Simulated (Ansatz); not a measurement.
**A frame of liquid calcium in ammonia from 230 K (111 atoms): geometry optimisation**

Wanted: the relaxed structure of a frame of liquid calcium in ammonia from 230 K (111 atoms) and its electronic structure.

Program: Ansatz 0.2.0. Level of theory: Kohn-Sham DFT, LDA, PAW (set soft_2), plane waves. Results are calculated unless marked as measured.

**1. The starting structure**

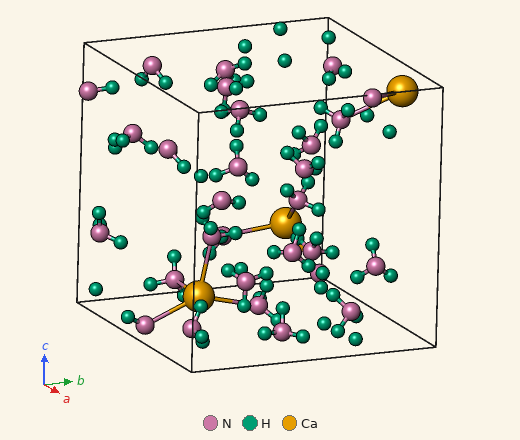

Start, viewed slightly off an axis; nitrogen pink, hydrogen teal, calcium orange. Bonds to atoms that aren't drawn are left out. Some periodic images of atoms are drawn too.

The cell holds 111 atoms: 27 N, 81 H and 3 Ca. Its edges and angles: a = 11.343 Å, b = 11.343 Å, c = 11.343 Å, α = 90.0°, β = 90.0°, γ = 90.0°. 27 NH3, 3 Ca placed at random, at 0.66 g/cm³; overlaps pushed apart, then 10 ps at 330 K with divalent ions of Li, Roberts, Chakravorty and Merz (J. Chem. Theory Comput. 9, 2733 (2013)); MMFF94 bonds, angles, torsions, charges and radii (Halgren, J. Comput. Chem. 17, 490 (1996)) in harmonic and 12-6 forms; charges of ions scaled by 0.5. Snapshot after 20 ps at 230 K and fixed volume.

What the set-up can't give: The network of contacts between molecules at the start is that of the classical potential that made the cell. The functional has no dispersion term, which matters for the binding between molecules or layers, where LDA binds through overlap of densities alone. The density was typed from a rule of thumb and may lie off the real one at this temperature. The Brillouin zone is sampled at Γ only, in a cell whose shortest periodic width is 11 Å.

**2. Single point at the start**

The forces at the start show how far the geometry lies from a minimum of this functional.

Input file input.yaml:

```yaml
crystal:
  lattice:
    - [11.34302, 0.0, 0.0]
    - [0.0, 11.34302, 0.0]
    - [0.0, 0.0, 11.34302]
  atoms:
    - { symbol: "N", position: [0.65576, 0.81287, 0.06298] }
    - { symbol: H, position: [0.59307, 0.8641, 0.02307] }
    - { symbol: H, position: [0.60483, 0.7615, 0.11771] }
    - { symbol: H, position: [0.68162, 0.74817, 0.00037] }
    - { symbol: "N", position: [0.20403, 0.54854, 0.52316] }
    - { symbol: H, position: [0.14517, 0.56772, 0.58657] }
    - { symbol: H, position: [0.15923, 0.47962, 0.48605] }
    - { symbol: H, position: [0.19521, 0.6121, 0.46734] }
    - { symbol: "N", position: [0.15099, 0.91988, 0.06327] }
    - { symbol: H, position: [0.14828, 0.00527, 0.09038] }
    - { symbol: H, position: [0.15144, 0.93065, 0.97089] }
    - { symbol: H, position: [0.23054, 0.89515, 0.08797] }
    - { symbol: "N", position: [0.71578, 0.5363, 0.33278] }
    - { symbol: H, position: [0.70025, 0.56868, 0.41486] }
    - { symbol: H, position: [0.64244, 0.49564, 0.3187] }
    - { symbol: H, position: [0.71465, 0.6048, 0.27505] }
    - { symbol: "N", position: [0.18168, 0.49582, 0.89735] }
    - { symbol: H, position: [0.20792, 0.426, 0.85313] }
    - { symbol: H, position: [0.25529, 0.53972, 0.93657] }
    - { symbol: H, position: [0.14501, 0.55199, 0.84033] }
    - { symbol: "N", position: [0.24746, 0.77777, 0.38455] }
    - { symbol: H, position: [0.32033, 0.82802, 0.36322] }
    - { symbol: H, position: [0.28425, 0.71405, 0.43858] }
    - { symbol: H, position: [0.203, 0.83787, 0.43659] }
    - { symbol: "N", position: [0.74039, 0.49129, 0.03833] }
    - { symbol: H, position: [0.8155, 0.5414, 0.0359] }
    - { symbol: H, position: [0.76805, 0.40694, 0.04795] }
    - { symbol: H, position: [0.70295, 0.50958, 0.11709] }
    - { symbol: "N", position: [0.0374, 0.57385, 0.21071] }
    - { symbol: H, position: [0.97822, 0.53222, 0.26923] }
    - { symbol: H, position: [0.11247, 0.53195, 0.23147] }
    - { symbol: H, position: [0.00218, 0.53783, 0.13658] }
    - { symbol: "N", position: [0.04471, 0.00148, 0.82568] }
    - { symbol: H, position: [0.11742, 0.95292, 0.801] }
    - { symbol: H, position: [0.07495, 0.08516, 0.83986] }
    - { symbol: H, position: [0.99445, 0.01912, 0.7531] }
    - { symbol: "N", position: [0.29471, 0.0688, 0.72375] }
    - { symbol: H, position: [0.22277, 0.0306, 0.68397] }
    - { symbol: H, position: [0.35225, 0.00142, 0.71829] }
    - { symbol: H, position: [0.31822, 0.13513, 0.66994] }
    - { symbol: "N", position: [0.8677, 0.23188, 0.95422] }
    - { symbol: H, position: [0.79346, 0.19108, 0.92969] }
    - { symbol: H, position: [0.91878, 0.19785, 0.89094] }
    - { symbol: H, position: [0.86137, 0.31833, 0.92447] }
    - { symbol: "N", position: [0.51206, 0.67388, 0.58702] }
    - { symbol: H, position: [0.58675, 0.6941, 0.62756] }
    - { symbol: H, position: [0.46625, 0.6235, 0.64119] }
    - { symbol: H, position: [0.46052, 0.74358, 0.5681] }
    - { symbol: "N", position: [0.39889, 0.3557, 0.32733] }
    - { symbol: H, position: [0.41831, 0.44283, 0.33668] }
    - { symbol: H, position: [0.46169, 0.31991, 0.37935] }
    - { symbol: H, position: [0.32587, 0.34944, 0.38007] }
    - { symbol: "N", position: [0.89243, 0.04792, 0.13492] }
    - { symbol: H, position: [0.8783, 0.08932, 0.2125] }
    - { symbol: H, position: [0.98436, 0.04551, 0.12914] }
    - { symbol: H, position: [0.86433, 0.10707, 0.07146] }
    - { symbol: "N", position: [0.36526, 0.10773, 0.00038] }
    - { symbol: H, position: [0.43843, 0.12973, 0.95207] }
    - { symbol: H, position: [0.30311, 0.09546, 0.93235] }
    - { symbol: H, position: [0.37896, 0.02977, 0.04316] }
    - { symbol: "N", position: [0.08005, 0.90596, 0.53945] }
    - { symbol: H, position: [0.10193, 0.84264, 0.59994] }
    - { symbol: H, position: [0.01288, 0.8681, 0.48946] }
    - { symbol: H, position: [0.03605, 0.96444, 0.5955] }
    - { symbol: "N", position: [0.54515, 0.32903, 0.94543] }
    - { symbol: H, position: [0.63436, 0.32534, 0.96447] }
    - { symbol: H, position: [0.53296, 0.4187, 0.95496] }
    - { symbol: H, position: [0.54208, 0.32133, 0.8557] }
    - { symbol: "N", position: [0.89442, 0.26331, 0.29647] }
    - { symbol: H, position: [0.90228, 0.25509, 0.20557] }
    - { symbol: H, position: [0.88575, 0.35092, 0.31648] }
    - { symbol: H, position: [0.81318, 0.2279, 0.31998] }
    - { symbol: "N", position: [0.7529, 0.70255, 0.83893] }
    - { symbol: H, position: [0.78166, 0.67007, 0.7657] }
    - { symbol: H, position: [0.68656, 0.65022, 0.87198] }
    - { symbol: H, position: [0.82676, 0.695, 0.89615] }
    - { symbol: "N", position: [0.85257, 0.81464, 0.29018] }
    - { symbol: H, position: [0.79518, 0.82553, 0.35644] }
    [... 27 atom lines left out ...]
    - { symbol: H, position: [0.44962, 0.56204, 0.13196] }
    - { symbol: H, position: [0.34173, 0.58612, 0.05125] }
    - { symbol: H, position: [0.47377, 0.59901, 0.00072] }
    - { symbol: Ca, position: [0.85664, 0.90194, 0.95732] }
    - { symbol: Ca, position: [0.38467, 0.31559, 0.09628] }
    - { symbol: Ca, position: [0.07965, 0.80989, 0.24833] }
kpoints:
  mp_grid: { grid: [1, 1, 1] }
hamiltonian:
  xc: lda
scf:
  occupations: { method: gaussian, width: 0.025 }
output:
  forces: true
  stress: true
  populations: true
  dos:
    method: { smearing: { sigma: 0.08 } }
    de: 0.1
    projected: { site_lists: { Ca: [Ca], H: [H], "N": ["N"] } }
  eigenvalues: true
```

Run with:

```sh
$ ansatz run input.yaml --threads 4 --pin off --max-ram 8192MiB --backend cpu --events-out ev --progress --plain --runs-dir out
```

Output:

```text
Engine: ansatz 0.2.0, x86_64-unknown-linux-gnu
Pseudopotentials: kind: paw
Pseudopotential: N, paw, valence charge 5, recommended cutoff 420 eV (normal), N.paw.azcp
Pseudopotential: H, paw, valence charge 1, recommended cutoff 420 eV (normal), H.paw.azcp
Pseudopotential: Ca, paw, valence charge 10, recommended cutoff 420 eV (normal), Ca.paw.azcp
[... 3 lines on functional and potentials left out ...]
Crystal: 111 atoms, lattice volume = 1459.439 Å³
Basis set: ecut = 420 eV, 28425 PW (Γ)
Bands: 234, of which v1, the nominal top of the filled ones, is band 123 counted from 1 (122 counted from 0)
Symmetry: 1 space group operations
Space group: P1 (ITA 1), of the structure as read, at distance tolerance 1.1e-4 Å
k-points: 1
[... 9 lines on functional and potentials left out ...]
Initial density: superposition of atomic densities (neutral atoms: chi_scale 0, normalization atom), corrected by the library's trained network
Initial wavefunctions: pseudopotential atomic-orbital guess
Functional: x = slater, c = lda
SCF iter   1: F=—  HF=-16703.731622 eV  |F-HF|=—  |Δ(HF+E_count)|=         —  Δρ=9.99e-3  dr2=3.44e0  ethr=1.77e-3  ⟨swp⟩=8.0  Hψ=1271  notcnv=0  defer=66
preconditioner: auto → Resta (q_TF=auto, 2.028 Å⁻¹)  ε∞=2.2  [insulator: Δε(μ)=0.129 eV  Ē_g=11.633 eV  σ=0.025 eV  W_gap=1.00  n_scr=202 (ndim 8)  ℏωp=12.6 eV  f_vac=0.309  D(μ)=0.12/eV (n_scr^D=0)  ε∞_Penn≈2.2]
SCF iter   2: F=—  HF=-16703.139494 eV  |F-HF|=—  |Δ(HF+E_count)|=   5.92e-1  Δρ=6.14e-3  dr2=1.33e0  ethr=1.40e-3  ⟨swp⟩=2.0  Hψ=274  notcnv=0  defer=102
preconditioner: auto → LDOS  [insulator: Δε(μ)=0.038 eV  Ē_g=11.725 eV  σ=0.025 eV  W_gap=0.72  n_scr=202 (ndim 8)  ℏωp=12.6 eV  f_vac=0.287  D(μ)=52.31/eV (n_scr^D=436)  ε∞_Penn≈2.2  β→1.0]
SCF iter   3: F=—  HF=-16702.993142 eV  |F-HF|=—  |Δ(HF+E_count)|=   1.46e-1  Δρ=2.07e-3  dr2=2.51e-1  ethr=5.40e-4  ⟨swp⟩=2.0  Hψ=139  notcnv=0  defer=104
SCF iter   4: F=—  HF=-16702.963799 eV  |F-HF|=—  |Δ(HF+E_count)|=   2.93e-2  Δρ=1.48e-3  dr2=9.44e-2  ethr=1.02e-4  ⟨swp⟩=2.0  Hψ=214  notcnv=0  defer=104
SCF iter   5: F=—  HF=-16702.960534 eV  |F-HF|=—  |Δ(HF+E_count)|=   3.27e-3  Δρ=8.04e-4  dr2=3.71e-2  ethr=3.84e-5  ⟨swp⟩=3.0  Hψ=216  notcnv=0  defer=104
SCF iter   6: F=—  HF=-16702.958455 eV  |F-HF|=—  |Δ(HF+E_count)|=   2.08e-3  Δρ=5.31e-4  dr2=1.36e-2  ethr=1.51e-5  ⟨swp⟩=3.0  Hψ=257  notcnv=0  defer=104
SCF iter   7: F=—  HF=-16702.957970 eV  |F-HF|=—  |Δ(HF+E_count)|=   4.85e-4  Δρ=2.87e-4  dr2=4.29e-3  ethr=5.54e-6  ⟨swp⟩=2.0  Hψ=248  notcnv=0  defer=104
SCF iter   8: F=—  HF=-16702.958127 eV  |F-HF|=—  |Δ(HF+E_count)|=   1.58e-4  Δρ=1.84e-4  dr2=1.68e-3  ethr=1.74e-6  ⟨swp⟩=2.0  Hψ=248  notcnv=0  defer=104
SCF iter   9: F=—  HF=-16702.958105 eV  |F-HF|=—  |Δ(HF+E_count)|=   2.23e-5  Δρ=1.07e-4  dr2=5.56e-4  ethr=6.84e-7  ⟨swp⟩=3.0  Hψ=400  notcnv=0  defer=101
SCF iter  10: F=—  HF=-16702.958097 eV  |F-HF|=—  |Δ(HF+E_count)|=   8.24e-6  Δρ=5.76e-5  dr2=1.70e-4  ethr=2.26e-7  ⟨swp⟩=2.0  Hψ=251  notcnv=0  defer=101
SCF iter  11: F=—  HF=-16702.958100 eV  |F-HF|=—  |Δ(HF+E_count)|=   3.51e-6  Δρ=3.49e-5  dr2=6.75e-5  ethr=6.91e-8  ⟨swp⟩=2.0  Hψ=251  notcnv=0  defer=101
SCF iter  12: F=—  HF=-16702.957009 eV  |F-HF|=—  |Δ(HF+E_count)|=   1.09e-3  Δρ=2.29e-5  dr2=3.09e-5  ethr=2.74e-8  ⟨swp⟩=2.0  Hψ=251  notcnv=0  defer=101
SCF iter  13: F=—  HF=-16702.957009 eV  |F-HF|=—  |Δ(HF+E_count)|=   4.66e-8  Δρ=1.47e-5  dr2=1.14e-5  ethr=1.26e-8  ⟨swp⟩=2.0  Hψ=251  notcnv=0  defer=101
SCF iter  14: F=—  HF=-16702.957009 eV  |F-HF|=—  |Δ(HF+E_count)|=   7.65e-9  Δρ=9.85e-6  dr2=4.67e-6  ethr=4.62e-9  ⟨swp⟩=2.0  Hψ=251  notcnv=0  defer=101
SCF iter  15: F=—  HF=-16702.957008 eV  |F-HF|=—  |Δ(HF+E_count)|=   2.52e-7  Δρ=6.42e-6  dr2=1.92e-6  ethr=1.90e-9  ⟨swp⟩=2.0  Hψ=248  notcnv=0  defer=101
SCF iter  16: F=—  HF=-16702.957008 eV  |F-HF|=—  |Δ(HF+E_count)|=   7.41e-9  Δρ=3.88e-6  dr2=9.07e-7  ethr=7.82e-10  ⟨swp⟩=2.0  Hψ=207  notcnv=0  defer=101
SCF iter  17: F=—  HF=-16702.957008 eV  |F-HF|=—  |Δ(HF+E_count)|=   1.22e-9  Δρ=2.56e-6  dr2=3.90e-7  ethr=3.69e-10  ⟨swp⟩=2.0  Hψ=251  notcnv=0  defer=101
SCF iter  18: F=—  HF=-16702.957008 eV  |F-HF|=—  |Δ(HF+E_count)|=   3.48e-9  Δρ=1.87e-6  dr2=1.87e-7  ethr=1.58e-10  ⟨swp⟩=2.0  Hψ=251  notcnv=0  defer=101
SCF iter  19: F=-16702.957008 eV  HF=-16702.957008 eV  |F-HF|=3.94e-8  |Δ(HF+E_count)|=   9.88e-9  Δρ=1.08e-6  dr2=7.68e-8  ethr=4.07e-11  ⟨swp⟩=16.0  Hψ=1577  notcnv=0
SCF 1 converged in 19 iterations: F = -16702.957008 eV  dr2 = 7.68e-8
  greatest PAW one-centre occupation: 0.996 electrons in one spin orbital (limit 2), on the Ca atom at site 109 (counted from 0), in its partial waves of l = 0
SCF converged after 19 iterations
Free energy (F): -16702.957008 eV
Harris-Foulkes:  -16702.957008 eV  (|F-HF|=3.94e-8)
Internal energy: -16702.926266 eV  (E = F + TS)
E sigma→0 (E₀):  -16702.941637 eV
Entropy (-TS):   -0.030742 eV (-0.277 meV/atom)
Fermi energy:    1.701717 eV
--- Per-component energies (eV) ---
  E_band       = -2762.812098
  E_kinetic    = 5488.653196
  E_local      = -22708.917302  (includes V_loc(G=0)·N_el)
  E_nonlocal   = 1622.232233
  E_hartree    = 8545.898806
  E_xc         = -2684.258007
  E_vxc        = -3441.216428  (∫ρ·V_xc dr)
  E_paw        = -5698.397858  (= ΣΔE_a)
  E_vpaw       = -815.270253  (= ΣTr[D̂ρ^β])
  E_aug_tail   = -0.100085  (compensation charges beyond the density's cutoff)
  E_ewald      = -1271.047934
  E_core_change = 3.010686  (= ΣΔE_core)
  E_smearing   = -0.030742  (= −TS)
  E_closure    = 0.000000  (closes the sum)
  Σ components = -16702.957008   (vs F -16702.957008, Δ=0.00e0)
--- Forces (eV/Å), atoms counted from 1 ---
  atom   1  N      1.14223949    -1.06644974    -1.02867783
  atom   2  H     -0.18216326     0.31427549    -0.36695764
  atom   3  H     -0.10542737    -0.05810542     0.80820722
  atom   4  H     -0.57409603     0.97023899     0.46645984
  atom   5  N      0.31808819    -2.44468056     1.40628166
  atom   6  H     -0.38803856     0.56410532     1.21171619
  atom   7  H      0.25280966    -0.46925943    -0.46050771
  atom   8  H     -0.49182889     1.99804911    -2.07019700
  atom   9  N     -2.33506026     0.48033494    -1.49508859
  atom  10  H     -0.13045782     0.93563213     0.41531701
  atom  11  H      0.05570061    -0.51784203     0.76168188
  atom  12  H      2.41279097    -1.00703657     0.43322866
  atom  13  N      2.44878303     0.84788973     0.51774648
  atom  14  H      0.31355896     0.49861304     0.61979486
[...]
atom 110  Ca    -0.05118276    -0.23944335     0.41635356
  atom 111  Ca     0.03295571    -0.41083888    -0.07462757
  max |Σ_I F_I| component: 2.43e-4 eV/Å
--- Stress (GPa, compression-positive) ---
        1.220860      -0.407218      -0.254204
       -0.407218       1.546996       0.138880
       -0.254204       0.138880       1.531825
  P = ⅓ Tr σ = 1.4332 GPa (14.332 kbar)
--- Band table (eV) ---
  k-point 0: bands = ["-42.0671", "-41.4624", "-41.3102", "-23.3731", [... 218 levels ...], "7.4806", "7.5698", "7.6209", "7.6950", "7.7553", "7.7900", "7.8180", "7.8671", "7.9095", "7.9253", "7.9835", "8.0408"]
--- Löwdin populations: 111 sites ---
  site symbol       q [e]
     0      N      5.8388
     1      H      0.7153
     2      H      0.7046
[...]
110     Ca      8.4541
  spilling = 0.019878 (of n_electrons = 246.000000)
```

Elapsed: 6.8 s, on 4 threads of AMD EPYC 9R45, shared host; peak memory 1.3 GiB; 24 s of CPU time.

Numbers from this run:

- free energy: -16702.9570 eV
- free energy per atom: -150.4771 eV/atom
- SCF cycles: 19
- pressure: 1.433 GPa
- r.m.s. force component: 0.829 eV/Å
- longest force: 3.748 eV/Å
- Fermi energy: 1.702 eV
- levels partly filled by over 2 per cent: 3
- spilling of the projection: 0.01988

The r.m.s. force component of 0.83 eV/Å and the pressure of 1.4 GPa set the starting point.

Neighbours are counted within 1.27 Å (H-N), 3.12 Å (N-Ca), cutoffs set anew for this text.

Length of the force by element and coordination:

| element | coordination | atoms | mean length of the force (eV/Å) | spread | least | most |
| --- | --- | --- | --- | --- | --- | --- |
| Ca | all | 3 | 0.438 | 0.0321 | 0.411 | 0.483 |
| Ca | 5 | 2 | 0.451 | 0.0321 | 0.419 | 0.483 |
| Ca | 6 | 1 | 0.411 | 0 | 0.411 | 0.411 |
| H | all | 81 | 1.08 | 0.671 | 0.262 | 3.37 |
| N | all | 27 | 1.71 | 0.836 | 0.549 | 3.75 |
| N | 3 | 11 | 1.62 | 0.811 | 0.701 | 3.05 |
| N | 4 | 16 | 1.78 | 0.846 | 0.549 | 3.75 |

(Continued in part 2 of 3.)

[Logs are printed without paths, hosts, clocks, repeated set-up lines and the standing remarks that a program may print on its own settings, such as how far it seeks lower states.]

[Hosts, paths, dates, database ids (printed as entryN), source tags and the programs' standing remarks are cut or masked in the printed files.]

[The MMFF94 radii named for the starting cell were scaled by 0.96; in molecules described by MMFF94, hydrogen bound to N, O or S took a small fixed 12-6 site in their place.]
